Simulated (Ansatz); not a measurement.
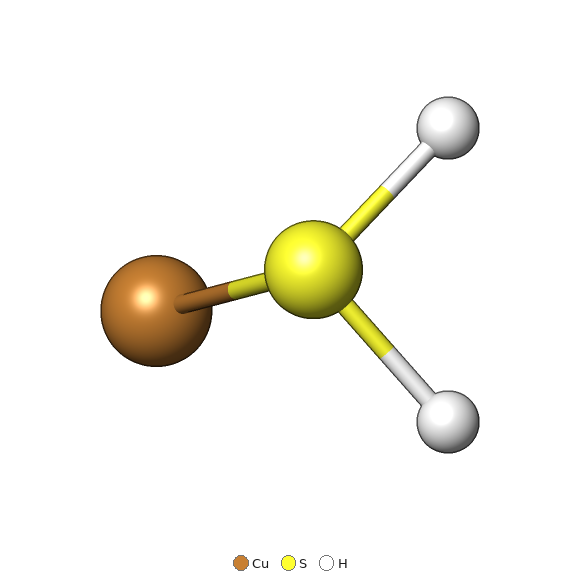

Charge +1, singlet. Harmonic vibrations computed with RKS PBE0-D4/def2-TZVP (Ansatz 0.2.0) at a stationary point of the same level.

**Minimum or transition state?**

A minimum: no imaginary frequency, and the lowest mode lies at 298 cm⁻¹.

**List the wavenumbers.**

6 modes: 298, 534, 585, 1185, 2668, 2679 cm⁻¹.
